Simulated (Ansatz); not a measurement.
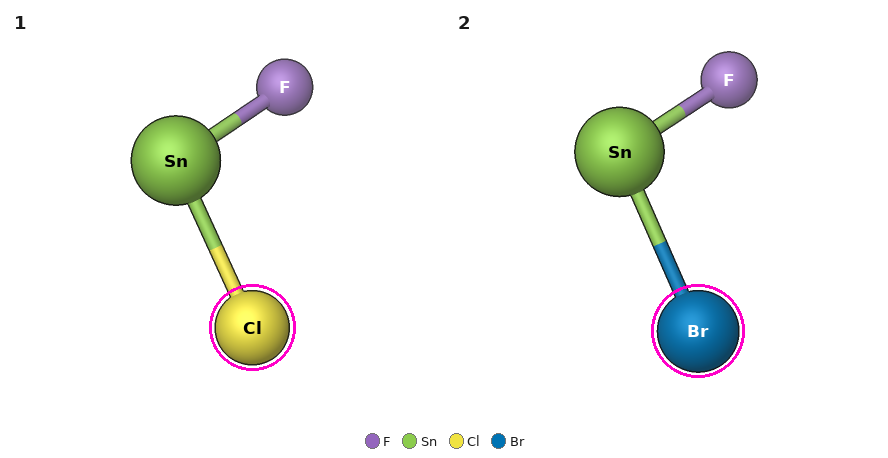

2 molecules with one skeleton, seen from the same side and at one scale; the atom that differs is circled. Each species is neutral and a spin singlet. Computed geometries: PBE0-D4/def2-TZVP optimisations, one conformation each. Properties computed with Ansatz 0.2.0. Elements past Kr carry core potentials.

One atom differs, called X below: Cl in panel 1, Br in panel 2. Their formulas are SnClF (`[F][Sn][Cl]`), SnBrF (`[F][Sn][Br]`).

In which is the HOMO–LUMO gap larger (B3LYP-D4/def2-TZVPP)?

Answer. In panel 1 (X = Cl).

In which is the harmonic X–Sn stretching wavenumber higher (PBE0-D4/def2-TZVP)?

Answer. In panel 1 (X = Cl).

Give the values. With PBE0-D4/def2-TZVP: length of X–Sn (Å), angle F–Sn–X (°), harmonic zero-point energy (kJ/mol), harmonic X–Sn stretching wavenumber (cm⁻¹). With B3LYP-D4/def2-TZVPP: dipole moment (D), HOMO energy (Kohn–Sham orbital) (eV), HOMO–LUMO gap (eV), vertical ionisation energy (eV).

```tsv
quantity	1 (Cl)	2 (Br)	2 − 1
length of X–Sn (Å)	2.360	2.515	+0.155
angle F–Sn–X (°)	96.9	97.3	+0.4
dipole moment (D)	3.54	3.44	−0.10
HOMO energy (Kohn–Sham orbital) (eV)	−8.13	−7.87	+0.26
HOMO–LUMO gap (eV)	4.93	4.61	−0.32
vertical ionisation energy (eV)	10.60	10.25	−0.35
harmonic zero-point energy (kJ/mol)	6.6	5.8	−0.8
harmonic X–Sn stretching wavenumber (cm⁻¹)	353	248	−105
```
